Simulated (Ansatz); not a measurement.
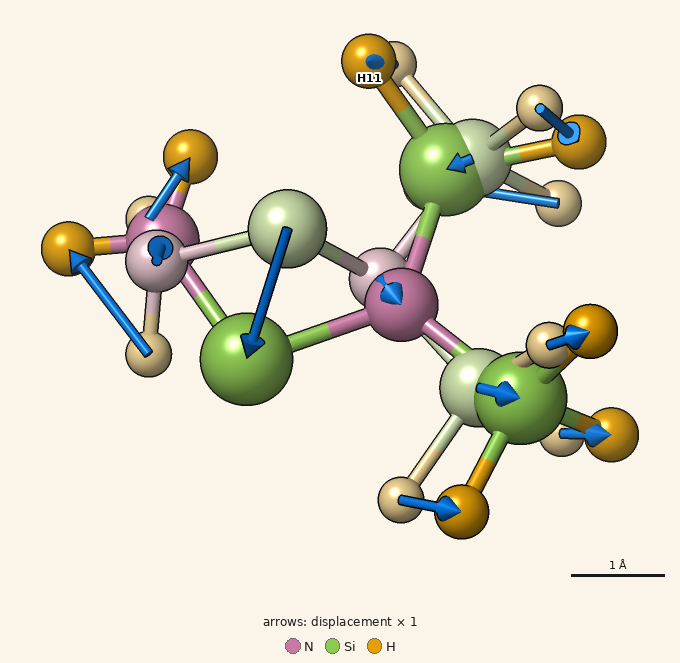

This is a relaxation of Si3N2H8 (coarse preliminary run). The starting structure is drawn faded, the final one solid; blue arrows show the displacements, at their true length. The two geometries are superimposed by the best rigid fit.

The picture is a ball-and-stick view, seen at a tilt.

The start comes from a force field.

All numbers below come from RKS PBE-D4/def2-SVP in Ansatz. (force threshold 0.03 eV/Å; at most 200 steps)

Question: What did the optimiser do to the structure, and how much energy did it gain?

Answer: The largest move after the best rigid fit is that of a Si atom, 1.61 Å. Largest moves by element: Si 1.61 Å, H 1.51 Å, N 0.70 Å. Some distances before and after: Si–Si 2.764 → 3.169 Å, N–Si 1.628 → 1.741 Å, N–Si 1.691 → 1.792 Å, H–Si 1.414 → 1.506 Å. Among the angles between lasting bonds that change: Si–N–H 111.7° → 130.6°, Si–N–Si 108.3° → 125.6°, Si–N–Si 106.1° → 116.9°. After 27 accepted moves (28 points after the start) the energy has fallen by 247.4 kJ/mol. The largest force component goes from 4.2 to 0.018 eV/Å. The line search rejected the trial step at point 14 of the run.
